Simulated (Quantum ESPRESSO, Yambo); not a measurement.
# Quasiparticle gap of CdSe (Cadmoselite) in Yambo, part 2 of 2

Wanted: ground state, empty states, screening and self-energy for CdSe (Cadmoselite).

Quantum ESPRESSO 7.5 and Yambo 5.3.0; PBE and many-body steps on it, plane waves. Known limits of the many-body steps: not at the basis limit; no spin-orbit coupling; coarse k mesh.

So far. Step 2 (Ground state): The gap is direct, at Γ. Step 3 (Bands along the symmetry lines): The gap is 0.704 eV, as in the run before at this level.

The database entry behind the starting cell differs from later determinations by our own check (inner coordinate of an old entry), so it need not match the best structure at ambient conditions.

### Step 4. Empty states on the mesh, 3×3×2 mesh, 209 bands

Level of this step: DFT, PBE, plane waves, norm-conserving pseudopotentials (Quantum ESPRESSO).

The sums over transitions need many empty states on a uniform mesh; this step solves for them.

The input, pw.in:

```
&control
  calculation = 'nscf'
  prefix = 'x'
  outdir = 'o'
  pseudo_dir = 'pseudo'
/
&system
  ibrav = 0
  nat = 4
  ntyp = 2
  ecutwfc = 104.0
  nbnd = 209
  force_symmorphic = .true.
/
&electrons
  conv_thr = 1e-9
  electron_maxstep = 80
  diago_full_acc = .true.
  diago_thr_init = 5e-6
/
ATOMIC_SPECIES
  Cd 112.41 Cd.upf
  Se 78.971 Se.upf
CELL_PARAMETERS angstrom
  4.3000000000 -0.0000000000 0.0000000000
  -2.1500000000 3.7239092363 0.0000000000
  0.0000000000 0.0000000000 7.0200000000
ATOMIC_POSITIONS crystal
  Cd 0.3333333333 0.6666666667 0.0000000000
  Cd 0.6666666667 0.3333333333 0.5000000000
  Se 0.3333333333 0.6666666667 0.3850000000
  Se 0.6666666667 0.3333333333 0.8850000000
K_POINTS automatic
  3 3 2 0 0 0
```

Command:

```bash
> OMP_NUM_THREADS=1 mpirun -n 8 pw.x -nk 4 -in pw.in > pw.out
```

The program printed:

```text
[banner, memory and clock lines left out]
Program PWSCF v.7.5 starts

     Atomic positions and unit cell read from directory:
     o/x.save/

     Message from routine setup:
     using ibrav=0 with symmetry is DISCOURAGED, use correct ibrav instead

     bravais-lattice index     =            0
     lattice parameter (alat)  =       8.1258  a.u.
     unit-cell volume          =     758.5798 (a.u.)^3
     number of atoms/cell      =            4
     number of atomic types    =            2
     number of electrons       =        88.00
     number of Kohn-Sham states=          209
     kinetic-energy cutoff     =     104.0000  Ry
     charge density cutoff     =     416.0000  Ry
     Exchange-correlation= PBE
                           (   1   4   3   4   0   0   0)

     celldm(1)=   8.125822  celldm(2)=   0.000000  celldm(3)=   0.000000
     celldm(4)=   0.000000  celldm(5)=   0.000000  celldm(6)=   0.000000

     crystal axes: (cart. coord. in units of alat)
               a(1) = (   1.000000  -0.000000   0.000000 )
               a(2) = (  -0.500000   0.866025   0.000000 )
               a(3) = (   0.000000   0.000000   1.632558 )

     reciprocal axes: (cart. coord. in units 2 pi/alat)
               b(1) = (  1.000000  0.577350 -0.000000 )
               b(2) = (  0.000000  1.154701 -0.000000 )
               b(3) = ( -0.000000 -0.000000  0.612536 )
     Pseudo is Norm-conserving + core correction, Zval = 20.0
     Generated using ONCVPSP code by D. R. Hamann
     Using radial grid of 1368 points,  6 beta functions with:
     Pseudo is Norm-conserving + core correction, Zval = 24.0
     Generated using ONCVPSP code by D. R. Hamann
     Using radial grid of 1214 points,  6 beta functions with:
     Cd               20.00   112.41000     Cd( 1.00)
     Se               24.00    78.97100     Se( 1.00)

      6 Sym. Ops. (no inversion) found

   Cartesian axes

     site n.     atom                  positions (alat units)
         1        Cd     tau(   1) = (  -0.0000000   0.5773503   0.0000000  )
         2        Cd     tau(   2) = (   0.5000000   0.2886751   0.8162791  )
         3        Se     tau(   3) = (  -0.0000000   0.5773503   0.6285349  )
         4        Se     tau(   4) = (   0.5000000   0.2886751   1.4448140  )

     number of k points=     6
                       cart. coord. in units 2pi/alat
        k(    1) = (   0.0000000   0.0000000   0.0000000), wk =   0.1111111
        k(    2) = (   0.0000000   0.0000000  -0.3062678), wk =   0.1111111
        k(    3) = (   0.0000000   0.3849002   0.0000000), wk =   0.6666667
        k(    4) = (   0.0000000   0.3849002  -0.3062678), wk =   0.6666667
        k(    5) = (   0.3333333   0.5773503   0.0000000), wk =   0.2222222
        k(    6) = (   0.3333333   0.5773503  -0.3062678), wk =   0.2222222

     Dense  grid:   108753 G-vectors     FFT dimensions: (  54,  54,  90)

     The potential is recalculated from file :
     o/x.save/charge-density

     Starting wfcs are   46 randomized atomic wfcs +  163 random wfcs

     Band Structure Calculation

     End of band structure calculation

          k = 0.0000 0.0000 0.0000 ( 13573 PWs)   bands (ev):

  -198.9189-198.9189-138.3998-138.3998-138.3998-138.3998-138.3898-138.3898
   -93.5845 -93.5845 -54.6483 -54.6480 -54.6454 -54.6454 -54.6454 -54.6454
   -38.5755 -38.5755 -38.5755 -38.5755 -38.5630 -38.5630 -38.5629 -38.5629
   -38.5620 -38.5619  -4.4996  -4.1327   0.1628   0.1628   0.2184   0.2184
[...]
[... 15 further rows ...]
[...]
78.7176

          k = 0.0000 0.0000-0.3063 ( 13604 PWs)   bands (ev):

  -198.9189-198.9189-138.3998-138.3998-138.3998-138.3998-138.3898-138.3898
[...]
[... 15 further rows ...]
[...]
79.3339

          k = 0.0000 0.3849 0.0000 ( 13583 PWs)   bands (ev):

  -198.9189-198.9189-138.3998-138.3998-138.3998-138.3998-138.3898-138.3898
[...]
29.4740  30.1992  30.2950  30.9267  31.7287  32.2547  32.8525  32.8990
     [... 15 further rows ...]
    74.9697  75.0777  75.1005  75.3662  75.8376  76.2510  76.5876  76.7828
    77.6605

          k = 0.0000 0.3849-0.3063 ( 13604 PWs)   bands (ev):

     [... further k-points ...]

     highest occupied, lowest unoccupied level (ev):     8.0927    8.7964

     XML data file, pseudopotentials, collected wavefunctions
```

Wall time 30 s (8 MPI ranks of AMD EPYC 7R43, shared host); peak memory 1.5 GiB.

Numbers from this step:

```yaml
gap: 0.7038 eV
k_of_the_valence_top: 0, 0, 0
k_of_the_conduction_bottom: 0, 0, 0
least_direct_gap: 0.7038 eV
k_points_computed: 6
lowest_point_of_the_top_converged_band_above_the_valence_top: 68.0740 eV
```

On this mesh the gap is 0.704 eV.

### Step 5. Conversion and set-up

This step: Yambo 5.3.0; conversion and set-up on PBE, plane waves, norm-conserving pseudopotentials.

The states are converted to the many-body program's format and the q mesh is built.

Command:

```bash
> (cd o/x.save; p2y > p2y.log; mv SAVE ../..); yambo > setup.log
```

The program printed:

```text
 Yambo, version 5.3.0

 [02] CORE Variables Setup
 =========================

  [02.01] Unit cells
  ==================

  Cell kind             :  HCP
  Atoms in the cell     :  Cd  Se
  number of Cd atoms    :  2
  number of Se atoms    :  2

  List of atomic masses
  Mass of Cd    :  112.4100
  Mass of Se    :  78.97100

  List of atomic coordinates    : [cc]
  Cd1       : -0.40629E-09   4.6914       0.0000      order 1
  Cd2       :  4.062911  2.345723  6.632939  order 2
  Se1       : -0.40629E-09   4.6914       5.1074      order 3
  Se2       :   4.06291   2.34572  11.74030  order 4

  Alat factors          :   8.12582   7.03717  13.26588 [a.u.]
  Direct lattice volume :  758.5798 [a.u.]
  Direct lattice vectors:  A[ 1 ]  A[ 2 ]  A[ 3 ]
   A[ 1 ]:  1.000000 -0.000000  0.000000  [iru]
   8.125822 -0.000000  0.000000  [cc]
   A[ 2 ]: -0.500000  1.000000  0.000000  [iru]
  -4.062911  7.037169  0.000000  [cc]
   A[ 3 ]:  0.000000  0.000000  1.000000  [iru]
    0.00000   0.00000  13.26588  [cc]

  Recip. lattice volume :  0.326993 [a.u.]
  Recip. lattice vectors:  B[ 1 ]  B[ 2 ]  B[ 3 ]
   B[ 1 ]:  1.000000  0.500000  0.000000  [iku]
   0.773237  0.446429 -0.000000  [cc]
   B[ 2 ]:  0.000000  1.000000  0.000000  [iku]
   0.000000  0.892857 -0.000000  [cc]
   B[ 3 ]:  0.000000  0.000000  1.000000  [iku]
  -0.000000 -0.000000  0.473635  [cc]

  [02.02] Symmetries
  ==================

  Inversion symmetry    : yes
  Spatial inversion     : no
  Inversion index       :   7
  K-space Time-reversal : yes
  Magnetic symmetries   : no
  Time-reversal derived K-space symmetries:   7  12
  Group table correct   : yes
  Symmetries units      :  [cc]

   [S  1]:   1.0000       0.0000       0.0000     -0.31529E-16   1.0000       0.0000       0.0000       0.0000       1.0000
   [S  2]: -0.500000  0.866025  0.000000 -0.866025 -0.500000  0.000000  0.000000  0.000000  1.000000
   [S  3]: -0.500000 -0.866025  0.000000  0.866025 -0.500000  0.000000  0.000000  0.000000  1.000000
   [S  4]:  -1.0000       0.0000       0.0000      0.31529E-16   1.0000       0.0000       0.0000       0.0000       1.0000
   [S  5]:  0.500000  0.866025  0.000000  0.866025 -0.500000  0.000000  0.000000  0.000000  1.000000
   [S  6]:  0.500000 -0.866025  0.000000 -0.866025 -0.500000  0.000000  0.000000  0.000000  1.000000
   [S* 7]:  -1.0000      -0.0000      -0.0000      0.31529E-16  -1.0000      -0.0000      -0.0000      -0.0000      -1.0000
   [S* 8]:  0.500000 -0.866025 -0.000000  0.866025  0.500000 -0.000000 -0.000000 -0.000000 -1.000000
   [S* 9]:  0.500000  0.866025 -0.000000 -0.866025  0.500000 -0.000000 -0.000000 -0.000000 -1.000000
   [S*10]:   1.0000      -0.0000      -0.0000     -0.31529E-16  -1.0000      -0.0000      -0.0000      -0.0000      -1.0000
   [S*11]: -0.500000 -0.866025 -0.000000 -0.866025  0.500000 -0.000000 -0.000000 -0.000000 -1.000000
[...]
K_min[ 3 ] :  0.333333 -0.333333  0.000000 [rlu]
  Grid dimensions      :  2  3  3
  K lattice UC volume  :  0.018166 [a.u.]

  IBZ K-points                                      :   6
  BZ  K-points                                      :  18

  K/Q-points units:
  rlu = crystal or reduced units; cc = cartesian coordinates; iku = interal k-units

  K [1]          [rlu]:  0.000000  0.000000  0.000000
         WF components:  13573
  K [2]          [rlu]:  0.000000  0.000000 -0.500000
         WF components:  13604
  K [3]          [rlu]:  0.000000  0.333333  0.000000
         WF components:  13583
  K [4]          [rlu]:  0.000000  0.333333 -0.500000
         WF components:  13604
  K [5]          [rlu]:  0.333333  0.333333  0.000000
         WF components:  13611
  K [6]          [rlu]:  0.333333  0.333333 -0.500000
         WF components:  13566

  [02.05] Energies & Occupations
  ==============================

  [X] === General ===
  [X] Electronic Temperature                        :  0.000000  0.000000 [eV K]
  [X] Bosonic    Temperature                        :  0.000000  0.000000 [eV K]
  [X] Finite Temperature mode                       : no
  [X] El. density                                   :  0.78285E+24 [cm-3]
  [X] Fermi Level                                   :  8.092666 [eV]

  [X] === Gaps and Widths ===
  [X] Conduction Band Min                           :  0.703775 [eV]
  [X] Valence Band Max                              :  0.000000 [eV]
  [X] Filled Bands                                  :   44
  [X] Empty Bands                                   :   45  209
  [X] Direct Gap                                    :  0.703775 [eV]
  [X] Direct Gap localized at k                     :  1
  [X] Indirect Gap                                  :  0.703775 [eV]
  [X] Indirect Gap between kpts                     :  1  1
  [X] Last valence band width                       :  1.779171 [eV]
  [X] 1st conduction band width                     :  3.696325 [eV]

  E @ K [1]:  [eV]
  -207.0116 -207.0116 -146.4924 -146.4924 -146.4924 -146.4924 -146.4824 -146.4824
[...]
occ @ K [1]
[...]
E @ K [2]:  [eV]
[...]
occ @ K [2]
[...]
E @ K [3]:  [eV]
[...]
occ @ K [3]
[...]
E @ K [4]:  [eV]
[...]
occ @ K [4]
[...]
E @ K [5]:  [eV]
[...]
occ @ K [5]
[...]
E @ K [6]:  [eV]
[...]
occ @ K [6]
[...]
0.000000  0.000000  0.000000  0.000000  0.000000  0.000000  0.000000  0.000000
   0.000000  0.000000  0.000000  0.000000  0.000000  0.000000  0.000000  0.000000

 [03] Transferred momenta grid and indexing
 ==========================================

 IBZ Q-points                                      :   6
 BZ  Q-points                                      :  18

 K/Q-points units:
 rlu = crystal or reduced units; cc = cartesian coordinates; iku = interal k-units

 Q [1]          [rlu]:  0.000000  0.000000  0.000000
 Q [2]          [rlu]:  0.000000  0.000000 -0.500000
 Q [3]          [rlu]: -0.12136E-16  0.33333       0.0000
 Q [4]          [rlu]: -0.12136E-16  0.33333     -0.50000
 Q [5]          [rlu]:  0.333333  0.333333  0.000000
 Q [6]          [rlu]:  0.333333  0.333333 -0.500000

  [03.01] X indexes
  =================

   [03.01.01] Sigma indexes
   ========================

 [06] Game Over & Game summary
```

It took 4 s on 1 MPI rank; peak memory 0.25 GiB.

### Step 6. Screening and self-energy, 3×3×2 mesh, 209 bands, screening to 129.3 eV

Now the one-shot GW correction: screening in the RPA, then the self-energy of the levels asked for.

This step: G0W0 on PBE, plane waves, norm-conserving pseudopotentials.

The input, gw1.in:

```
HF_and_locXC
gw0
dyson
ppa
em1d
rim_cut
RandQpts= 1000000
RandGvec= 1 RL
EXXRLvcs= 104 Ry
VXCRLvcs= 416 Ry
Chimod= "HARTREE"
% BndsRnXp
 1 | 209 |
%
NGsBlkXp= 9.5 Ry
% LongDrXp
 1 | 1 | 1 |
%
% GbndRnge
 1 | 209 |
%
DysSolver= "n"
ExtendOut
PPAPntXp= 27.21138 eV
% QPkrange
 1 | 1 | 43 | 46 |
%
```

Command:

```bash
> OMP_NUM_THREADS=1 mpirun -n 8 yambo -F gw1.in -J gw1 -C gw1 > gw1.log
```

The program printed:

```text
 Yambo, version 5.3.0

 [02] CORE Variables Setup
 =========================

  [... cell, symmetries and grids as in the set-up ...]

  [02.05] Energies & Occupations
  ==============================

  [X] === General ===
  [X] Electronic Temperature                        :  0.000000  0.000000 [eV K]
  [X] Bosonic    Temperature                        :  0.000000  0.000000 [eV K]
  [X] Finite Temperature mode                       : no
  [X] El. density                                   :  0.78285E+24 [cm-3]
  [X] Fermi Level                                   :  8.092666 [eV]

  [X] === Gaps and Widths ===
  [X] Conduction Band Min                           :  0.703775 [eV]
  [X] Valence Band Max                              :  0.000000 [eV]
  [X] Filled Bands                                  :   44
  [X] Empty Bands                                   :   45  209
  [X] Direct Gap                                    :  0.703775 [eV]
  [X] Direct Gap localized at k                     :  1
  [X] Indirect Gap                                  :  0.703775 [eV]
  [X] Indirect Gap between kpts                     :  1  1
  [X] Last valence band width                       :  1.779171 [eV]
  [X] 1st conduction band width                     :  3.696325 [eV]

 [03] Transferred momenta grid and indexing
 ==========================================

 IBZ Q-points                                      :   6
 BZ  Q-points                                      :  18

 K/Q-points units:
 rlu = crystal or reduced units; cc = cartesian coordinates; iku = interal k-units

 Q [1]          [rlu]:  0.000000  0.000000  0.000000
 Q [2]          [rlu]:  0.000000  0.000000 -0.500000
 Q [3]          [rlu]: -0.12136E-16  0.33333       0.0000
 Q [4]          [rlu]: -0.12136E-16  0.33333     -0.50000
 Q [5]          [rlu]:  0.333333  0.333333  0.000000
 Q [6]          [rlu]:  0.333333  0.333333 -0.500000

 [04] Coloumb potential Random Integration (RIM)
 ===============================================

  [04.01] RIM initialization
  ==========================

  * Diagonal components only detected *

  8 x (sBL volume)        :  0.145330 [a.u.]
  sBZ random points       :  1000000
  Points outside the sBZ  :   7980387
  RL volume               :  0.326993 [a.u.]
  Integrated volume       :  0.327797 [a.u.]

  [04.02] RIM integrals
  =====================

  Gamma point sphere radius             :  0.095368 [a.u.]
  Points outside the sphere             :   800063
  [Int_sBZ(q=0) 1/q^2]*(Vol_sBZ)^(-1/3) =:  7.697419
                                 should be <:  7.795600

  Summary of Coulomb integrals for non-metallic bands |Q|[au] RIM/Bare

  Q [1] 0.100000E-4 0.987406 * Q [2] 0.236818 0.992990
  Q [3] 0.297619 1.087479 * Q [4] 0.380341 1.048230
  Q [5] 0.515491 1.031768 * Q [6] 0.567286 1.024597

 [05] Dipoles
 ============

  [05.01] Setup: observables and procedures
  =========================================

  [WARNING] [x,Vnl] slows the Dipoles computation. To neglect it rename the ns.kb_pp file

 [06] Dynamic Dielectric Matrix (PPA)
 ====================================

 [SLK-Inversion]  Pools        :  2
 [SLK-Inversion]  BLACS grid   :  2  2

 [WR./gw1//ndb.pp]---------------------------------------------------------------
  Brillouin Zone Q/K grids (IBZ/BZ)                :   6  18   6  18
  RL vectors                                       :  15861 [WF]
  Coulomb cutoff potential                         : none
  Electronic Temperature                           :  0.000000 [K]
  Bosonic    Temperature                           :  0.000000 [K]
  PPA    diel. fun.  energies                      : Perdew, Burke & Ernzerhof(X)+Perdew, Burke & Ernzerhof(C)
  wavefunctions                                    : Perdew, Burke & Ernzerhof(X)+Perdew, Burke & Ernzerhof(C)
  Global Gauge                                     : length
  X matrix size                                    :   403
  X band range                                     :    1  209
  X e/h energy range                               : -1.000000 -1.000000 [eV]
  X Time ordering                                  : R
  X Hxc Kernel                                     : HARTREE
  X Drude frequency                                :  0.000000  0.000000
  X poles                                          :  100.0000 [o/o]
  RL vectors in the sum                            :  15861
  [r,Vnl] included                                 : yes
  Field direction                                  :  0.577350E-5  0.577350E-5  0.577350E-5
  BZ energy Double Grid                            : no
  BZ energy DbGd points                            : 0
  BZ Q point size factor                           : -1.000000
  X Optical Averaged directions                    : none

 [07] Local Exchange-Correlation + Non-Local Fock
 ================================================

 [VXC] Plane waves :  108753
 [EXS] Plane waves :  13597

 QP @ state[ 1 ] K range:  1  1
 QP @ state[ 1 ] b range:   43   46

 [xc] Functional : Perdew, Burke & Ernzerhof(X)+Perdew, Burke & Ernzerhof(C)
 [xc] LIBXC used to calculate xc functional
  PP Number of Atomic Species                      :  2
  NLCC RL compoments                               :  108753
  PP Number of Atomic Species                      :  2
  NLCC RL compoments                               :  108753

 [xc] E_xc :  -81.16671 [Ha]
      E_xc :  -162.3334 [Ry]

  Local XC kind (lXC) : Perdew, Burke & Ernzerhof(X)+Perdew, Burke & Ernzerhof(C)
  Non-Local XC kind (nlXC) : Hartree-Fock

  Corrections @ K [1] :  [eV]
 <43|nlXC|43> = -18.61546 -0.18933E-16 <43|lXC|43> = -16.06651  0.000000
 <44|nlXC|44> = -18.61532  0.98002E-17 <44|lXC|44> = -16.06651  0.000000
 <45|nlXC|45> = -8.092770 -0.19627E-17 <45|lXC|45> = -11.82638  0.000000
 <46|nlXC|46> = -7.294778 -0.36498E-17 <46|lXC|46> = -11.48394  0.000000

 [08] Dyson equation: Newton solver
 ==================================

  [08.01] G0W0 (W PPA)
  ====================

  [  GW  ] Bands range     :    1  209
  [GW/PPA] G damping       :  0.100000 [eV]

  QP @ state[ 1 ] K range:  1  1
  QP @ state[ 1 ] b range:   43   46

   Sc/G bands                                       :    1  209
   Sc/G damping                                     :  0.100000 ev
   Sc bands terminator                              : no
   Sx RL components                                 :  13597

   QP @ state[ 1 ] K range                          :  1  1
   QP @ state[ 1 ] b range                          :   43   46
   GF energies kind                                 : Perdew, Burke & Ernzerhof(X)+Perdew, Burke & Ernzerhof(C)
   GF WF`s kind                                     : Perdew, Burke & Ernzerhof(X)+Perdew, Burke & Ernzerhof(C)
   Xs energies kind                                 : Perdew, Burke & Ernzerhof(X)+Perdew, Burke & Ernzerhof(C)
   Xs WF`s kind                                     : Perdew, Burke & Ernzerhof(X)+Perdew, Burke & Ernzerhof(C)

 [11] Game Over & Game summary
```

Run time: 2.7 min. Hardware: 8 MPI ranks; peak memory 7.1 GiB.

This step gave:

```
G0W0 gap on the points computed              : 1.285 eV
starting gap on the mesh                     : 0.7038 eV
k of the valence top                         : 0, 0, 0
k of the conduction bottom                   : 0, 0, 0
least direct G0W0 gap on the computed points : 1.285 eV
Z at the valence top                         : 0.7926
Z at the conduction bottom                   : 0.8129
```

The gap on the mesh goes from 0.70 eV to 1.28 eV, a correction of +0.58 eV.

Limits: finite bands, cutoff and mesh; no spin-orbit coupling; coarse k mesh. v1 is the top filled band, c1 the lowest empty one. The levels before and after the correction (eV, zero at the valence-band top of each column):

```tsv
	conduction bottom	valence top
Kohn-Sham	0.70	0.00
G0W0	1.28	0.00
```

```tsv
	level	energy (eV)
Kohn-Sham	Γ v2-v1	0.000
Kohn-Sham	Γ c1	0.704
Kohn-Sham	Γ c2	2.123
G0W0	Γ v2-v1	0.000
G0W0	Γ c1	1.285
G0W0	Γ c2	2.812
```

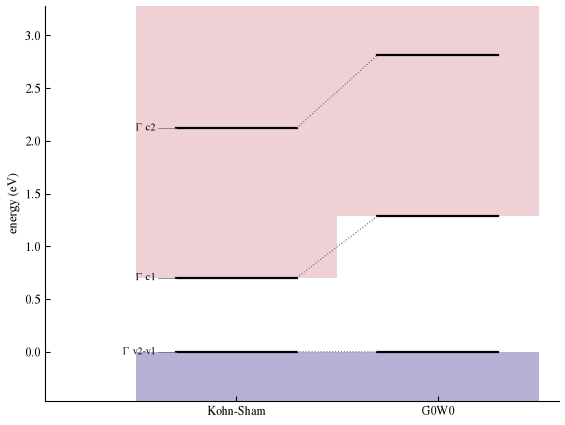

Levels before and after the correction. Shaded: valence and conduction bands.

### Step 7. Where the time went

Times are wall times on the hardware named with each run, good to a factor of about two.

```tsv
step	time	share	memory (GiB)
ground state	34 s	14 %	1.5
bands along the symmetry lines	20 s	8 %	1.2
empty states on the mesh	30 s	12 %	1.5
conversion and set-up	4 s	2 %	0.25
screening and self-energy	2.7 min	65 %	7.1
```

### Step 8. Outcome

- PBE gap: 0.70 eV, direct
- G0W0 gap on the mesh: 1.28 eV
- GW settings: 3×3×2 mesh, 209 bands, screening to 129.3 eV, Godby-Needs plasmon pole
- known limits: not at the basis limit; no spin-orbit coupling; coarse k mesh

In words: G0W0 moves the gap on the mesh from 0.70 eV to 1.28 eV (+0.58 eV), with Z of 0.79 and 0.81 at the edges. Only 1 of the mesh's irreducible points was corrected, so a valley elsewhere could overtake. The dearest step here is «screening and self-energy». Bands and cutoff are finite, so the gap is not at the basis limit. The miss can reach some tenths of an eV and take either sign; the mesh is an error of its own. In the G0W0 run levels were corrected at 1 k point alone, so a gap called «on the mesh» is the least over those, and an edge elsewhere would be missed. The 3×3×2 mesh is coarse for this cell, which bears on the long-range parts of exchange and screening. The many-body steps are scalar-relativistic: spin-orbit coupling is not in them.

[Paths, hosts, dates, memory and timing lines, banners, echoed tables and standing remarks are left out of the program output.]

[Logs are printed without paths, hosts, clocks, repeated set-up lines and the standing remarks that a program may print on its own settings, such as how far it seeks lower states.]

[Runs of the session that timed out or met a known fault of the program may be left out.]

[Hosts, paths, dates, database ids (printed as entryN), source tags and the programs' standing remarks are cut or masked in the printed files.]
